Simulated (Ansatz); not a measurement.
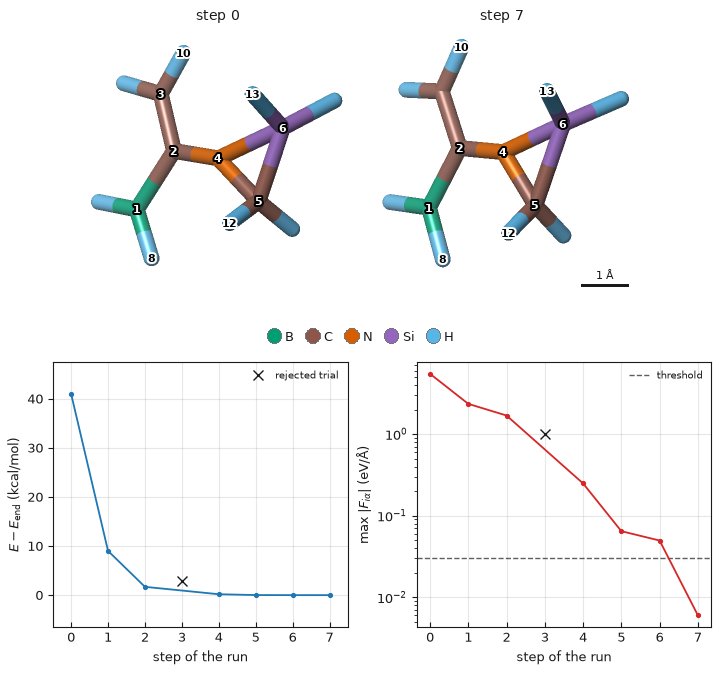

First and last geometry of a relaxation of C3H8BNSi (coarse preliminary run), with the history of the run. A stick model, seen from a free direction.

The start comes from a force field.

Computed with Ansatz 0.2.0, RKS PBE-D4/def2-SVP. Settings: force threshold 0.03 eV/Å; at most 200 steps.

### Did the run converge, and what did it change?

It converged. The energy falls by 41.0 kcal/mol in 6 accepted moves (7 points after the start). The largest force component goes from 5.5 to 0.006 eV/Å. The line search rejected the trial step at point 3 of the run. The atom that moves furthest after the best rigid fit is an H atom (0.35 Å). By element the largest moves are H 0.35 Å, B 0.22 Å, C 0.21 Å, N 0.18 Å, Si 0.14 Å. Some distances before and after: N–Si 1.941 → 1.729 Å, C–Si 1.697 → 1.883 Å, B–H 1.142 → 1.215 Å, C–C 1.310 → 1.375 Å. Among the angles between lasting bonds that change: C–N–C 149.2° → 132.2°, C–N–Si 57.2° → 71.7°, N–C–Si 74.1° → 60.7°. Cost: 15 s on 4 threads of Arm Neoverse V1, with other jobs on the host.
